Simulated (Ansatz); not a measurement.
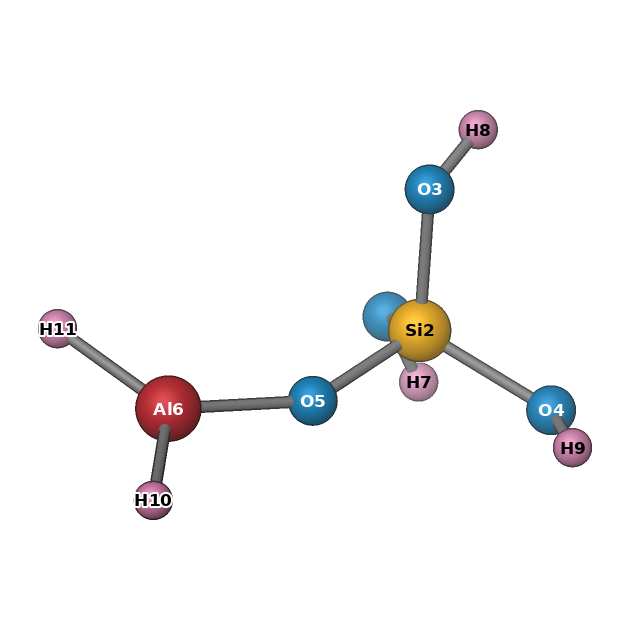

O1 lies behind Si2. The molecule seen a little off the Si2–O1 bond, Si2 in front. Depth is shown by fading: the farther an atom, the more it takes the colour of the background. The computed structure is the end point of a PBE0-D4/def2-TZVP optimisation.

Q: What is the torsion angle O3–Si2–O1–H7? The sign is positive where the front bond must turn clockwise to cover the back bond.

A: 150°, antiperiplanar (anti).
